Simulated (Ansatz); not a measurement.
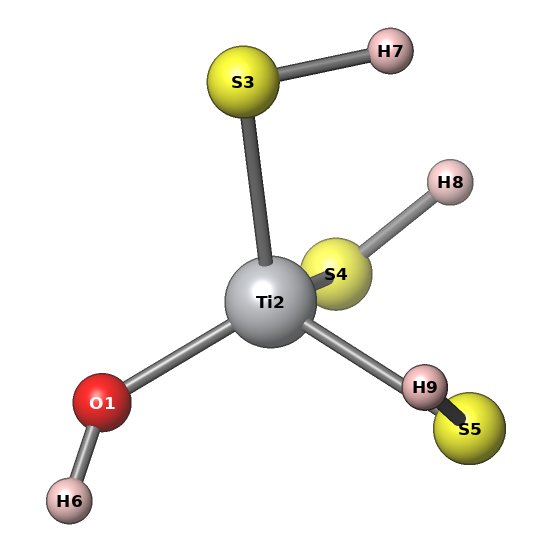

S4 lies behind Ti2. The molecule seen a little off the Ti2–S4 bond, Ti2 in front. Depth is shown by fading: the farther an atom, the more it takes the colour of the background. Charge 0, singlet. The computed structure is the end point of a PBE-D4/def2-SVP optimisation. No frequency run is at hand to confirm it as a minimum.

**What is the torsion angle S3–Ti2–S4–H8? The sign is positive where the front bond must turn clockwise to cover the back bond.**

51°, synclinal (gauche).
